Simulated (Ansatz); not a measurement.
**C₆H₁₀BFO₂ (SMILES CC1=CC(C)=[O+][B-](C)(F)O1): density, localisation and related maps**

| atom | x (Å) | y (Å) | z (Å) |
| --- | --- | --- | --- |
| C | 1.4027 | -2.1236 | -1.2579 |
| C | 0.6678 | -0.9745 | -0.6677 |
| C | -0.6823 | -0.7537 | -0.9086 |
| C | -1.3312 | 0.2394 | -0.1858 |
| C | -2.8040 | 0.4307 | -0.2436 |
| O | -0.7034 | 1.0257 | 0.6005 |
| B | 0.8216 | 1.1397 | 0.5606 |
| C | 1.3904 | 1.5093 | 1.9895 |
| F | 1.1121 | 2.0238 | -0.4607 |
| O | 1.3507 | -0.2214 | 0.1052 |
| H | 2.1944 | -1.7400 | -1.9068 |
| H | 0.7481 | -2.7773 | -1.8310 |
| H | 1.8882 | -2.6904 | -0.4607 |
| H | -1.2387 | -1.4124 | -1.5573 |
| H | -3.2910 | -0.3241 | -0.8581 |
| H | -3.0149 | 1.4235 | -0.6495 |
| H | -3.2121 | 0.4051 | 0.7690 |
| H | 2.4810 | 1.5820 | 1.9622 |
| H | 1.1242 | 0.7692 | 2.7492 |
| H | 1.0047 | 2.4782 | 2.3179 |

Geometry: PBE0-D4/def2-TZVP.

Level of theory: RKS PBE0-D4/def2-TZVPP (Ansatz 0.2.0).

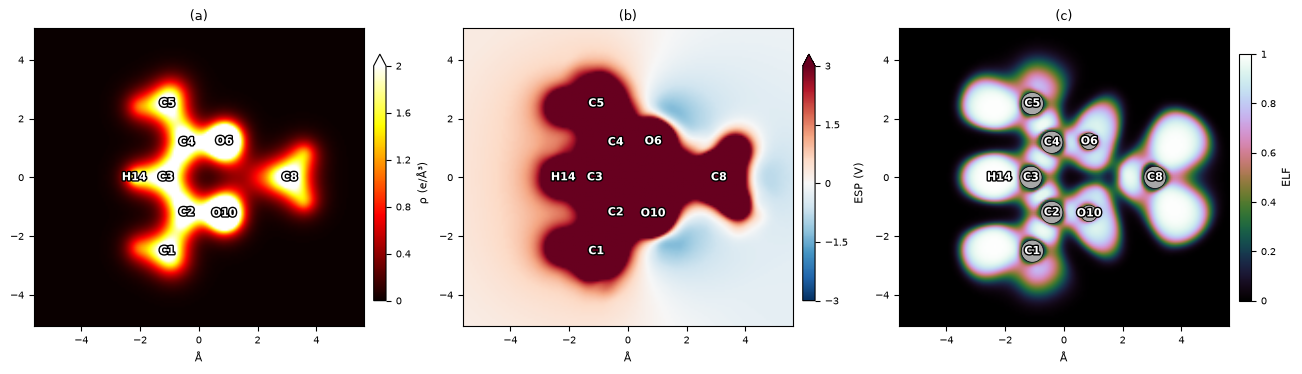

Figure 1. (a) electron density; (b) molecular electrostatic potential; (c) ELF on the plane of atoms C2, C3 and C4. Grey discs cover the atomic cores in the ELF map.

What does the map show?

Answer. The section cuts through C, O and H sites.
C–O (1.28 Å): the density is about 2.9 e/Å³ at the midpoint; the ELF peaks at about 0.85 between the atoms; a polar covalent bond.
C–C (1.39 Å): the density is about 2.2 e/Å³ at the midpoint; the ELF peaks at about 0.95 between the atoms (a covalent bond).
C–H (1.08 Å): ρ is about 2 e/Å³ halfway; the ELF climbs to about 1 towards the hydrogen, as it does in any bond to H; an ordinary covalent bond to hydrogen.
C–C (1.49 Å): the density is about 1.8 e/Å³ at the midpoint; the ELF peaks at about 0.95 between the atoms: a covalent bond.
The ELF also peaks beside O10 and O6, away from the bonds: lone-pair regions.
Outside the dense part of the molecule the potential is most negative (−1.3 V) near O6 and O10.

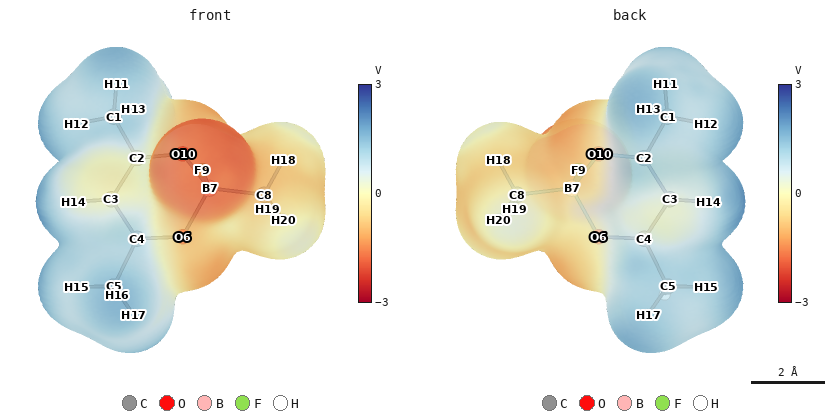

Figure 2. The molecular electrostatic potential painted on the density surface at 0.004 e/bohr³, seen from the front and from behind; the colour scale runs from red (negative) to blue (positive).

Describe the electrostatic potential map.

Answer. The most negative region (about −1.9 V) lies over F9, the most positive (about +2.0 V) over H14.

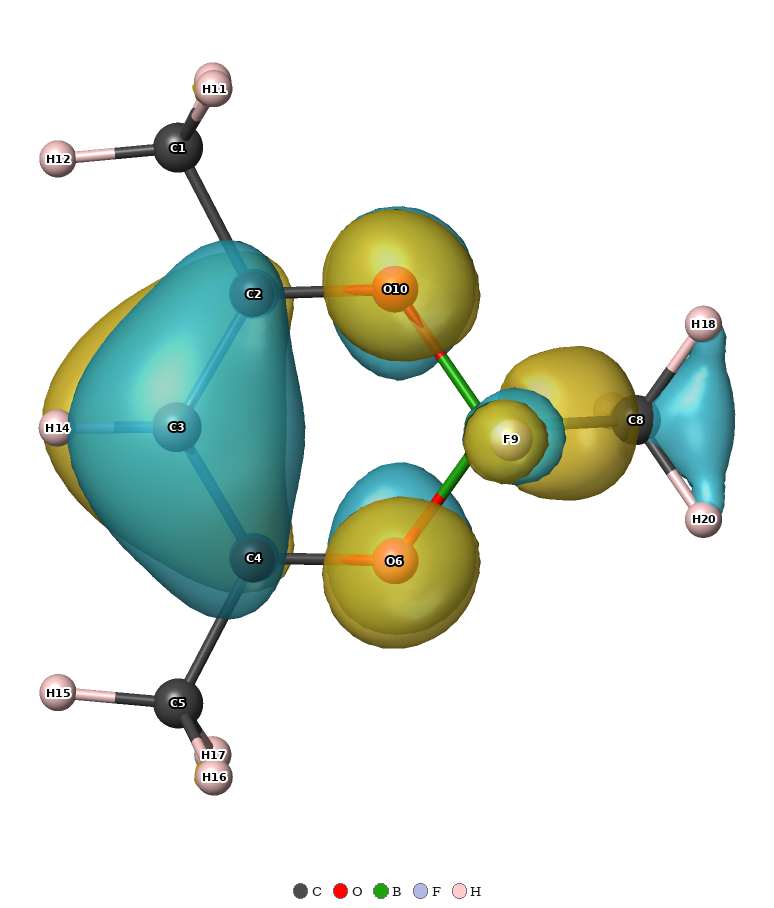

Figure 3. The HOMO at ±0.1 Å⁻³ᐟ² (yellow and cyan are the two phases), seen across its widest extent.

Describe this orbital and give its energy.

Answer. By Hirshfeld shares it lies mainly on C3 (about 35 %), O10 (about 15 %), O6 (about 15 %), C2 (about 10 %) and C4 (about 10 %). Its energy is −7.53 eV.
